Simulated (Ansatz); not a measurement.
# C2H6Si (vinylsilane) at CCSD/6-311+G(d,p)

What is the vertical ionisation energy of C2H6Si (vinylsilane) at CCSD/6-311+G**? 

The calculation is run with Ansatz 0.2.0.

51 further runs of the same task are left out: 51 set aside as unsound or not needed.

## Step 1: The system as given

C2H6Si has 9 atoms, charge 0, and is taken as a singlet. SMILES: `C=C[SiH3]`. Geometry: relaxed at PBE0-D4/def2-TZVP.

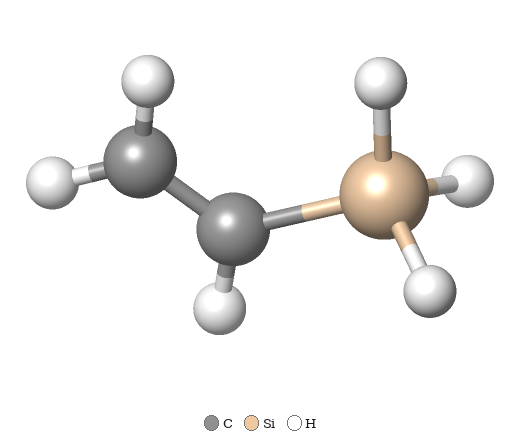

The structure, seen from a chosen angle (carbon grey, silicon light orange, hydrogen white).

## Step 2: A single-point energy at CCSD/6-311+G(d,p)

File in.yaml:

```yaml
crystal:
  periodic: [false, false, false]
  atoms:
    - {symbol: C, position_ang: [-0.713700, 0.870200, -1.048300]}
    - {symbol: C, position_ang: [-0.071300, 0.712500, 0.105600]}
    - {symbol: Si, position_ang: [0.560600, -0.932000, 0.700100]}
    - {symbol: H, position_ang: [-0.905700, 0.033000, -1.713900]}
    - {symbol: H, position_ang: [-1.076700, 1.838600, -1.381500]}
    - {symbol: H, position_ang: [0.089400, 1.592000, 0.727600]}
    - {symbol: H, position_ang: [2.035800, -0.893900, 0.893800]}
    - {symbol: H, position_ang: [0.223400, -1.972400, -0.307300]}
    - {symbol: H, position_ang: [-0.053200, -1.294300, 2.006700]}
basis:
  gaussian:
    orbitals: 6-311+G_st__st_-spherical.json
total_charge: 0
accuracy: high
correlation:
  method: ccsd
  frozen_orbitals: {C: 1, H: 0, Si: 5}
scf:
  omitted_lower_state_checks: [cluster_reference, increment]
```

The basis set 6-311+G** is read from a file made from the Basis Set Exchange's data (not shown).

Run with:

```bash
$ ansatz run in.yaml --threads 1 --pin off --max-ram 3480MiB --events-out events.jsonl --progress --plain --runs-dir runs
```

The log of the run (excerpt; [...] marks lines left out):

```text
Warning: RAYON_NUM_THREADS=1 ignored (pool sized by the plan → 1); use --threads N
Functional definition: HF
  name "HF"
[...]
2118 factors; integrals over basis functions are off by at most 8.2e-9 eV
[...]
mean field -10018.11694323 eV, -368.1590071403 hartree, gradient 1.8e-8 eV, S^2 0.000000; 0 other end points of the search recorded, 0 dependent functions left out
7 core orbitals not correlated: weight in the atoms' cores, before any rotation towards them, 1.000 or more for the frozen orbitals, at most 0.000 for the correlated occupied ones
reference -10018.11694323 eV, -368.1590071403 hartree; 9, 9 occupied and 94, 94 virtual orbitals, 2118 factors
second order -10.66330116 eV of doubles, -0.00000000 eV of singles
cycle   1  -11.43458294 eV  change   -7.7e-1 eV  update   7.9e-2
[...]
cycle  20  -11.89325696 eV  change  -5.6e-10 eV  update  7.8e-10
Total energy: -10030.01020020 eV, -368.5960762721 hartree
Checks for a lower state left out: cluster_reference, increment
```

It took 9.9 s on 1 thread of Intel Xeon 6975P-C (Granite Rapids), shared host; peak memory 0.96 GiB.

## Step 3: The doublet cation, same level

File in.yaml:

```yaml
crystal:
  periodic: [false, false, false]
  atoms:
    - symbol: C
      position_ang: [-0.713700, 0.870200, -1.048300]
    - symbol: C
      position_ang: [-0.071300, 0.712500, 0.105600]
    - symbol: Si
      position_ang: [0.560600, -0.932000, 0.700100]
    - symbol: H
      position_ang: [-0.905700, 0.033000, -1.713900]
    - symbol: H
      position_ang: [-1.076700, 1.838600, -1.381500]
    - symbol: H
      position_ang: [0.089400, 1.592000, 0.727600]
    - symbol: H
      position_ang: [2.035800, -0.893900, 0.893800]
    - symbol: H
      position_ang: [0.223400, -1.972400, -0.307300]
    - symbol: H
      position_ang: [-0.053200, -1.294300, 2.006700]
basis:
  gaussian: {orbitals: 6-311+G_st__st_-spherical.json}
total_charge: 1
magnetization: {spin_polarized: true, initial_magnetization: 1}
correlation: {method: ccsd, frozen_orbitals: {C: 1, H: 0, Si: 5}}
accuracy: high
scf: {omitted_lower_state_checks: [cluster_reference, increment]}
```

The basis set 6-311+G** is read from a file made from the Basis Set Exchange's data (not shown).

Run with:

```bash
$ ansatz run in.yaml --threads 1 --pin off --max-ram 3480MiB --events-out events.jsonl --progress --plain --runs-dir runs
```

The log of the run (excerpt; [...] marks lines left out):

```text
Warning: RAYON_NUM_THREADS=1 ignored (pool sized by the plan → 1); use --threads N
[... 2 set-up lines as earlier in the session ...]
[...]
2118 factors; integrals over basis functions are off by at most 8.2e-9 eV
[...]
mean field -10009.19418567 eV, -367.8311018477 hartree, gradient 2.7e-8 eV, S^2 0.755169; 2 other end points of the search recorded, 0 dependent functions left out
7 core orbitals not correlated: weight in the atoms' cores, before any rotation towards them, 1.000 or more for the frozen orbitals, at most 0.000 for the correlated occupied ones
reference -10009.19418567 eV, -367.8311018477 hartree; 9, 8 occupied and 94, 95 virtual orbitals, 2118 factors
second order -9.11427932 eV of doubles, -0.00000000 eV of singles
cycle   1  -10.14753091 eV  change    -1.0e0 eV  update   7.9e-2
[...]
cycle  30  -10.59051884 eV  change  -3.4e-10 eV  update   1.1e-9
Total energy: -10019.78470451 eV, -368.2202962366 hartree
Checks for a lower state left out: cluster_reference, increment
```

Wall time 41 s (1 thread of Intel Xeon 6975P-C (Granite Rapids), shared host); peak memory 1.9 GiB.

## Step 4: What came out

Level: CCSD/6-311+G**, 7 core orbitals frozen.

```
                                                   quantity          value
                               singlet C2H6Si: total energy  -368.59608 Eh
singlet C2H6Si: correlation energy (7 core orbitals frozen)     -437.1 mEh
                              singlet C2H6Si: T1 diagnostic          0.011
                               doublet cation: total energy  -368.22030 Eh
doublet cation: correlation energy (7 core orbitals frozen)     -389.2 mEh
          doublet cation: ⟨S²⟩ of the reference determinant          0.755
                              doublet cation: T1 diagnostic          0.027
         vertical ionisation energy (to the doublet cation)      10.225 eV
```

The vertical ionisation energy comes to 10.23 eV (236 kcal/mol).
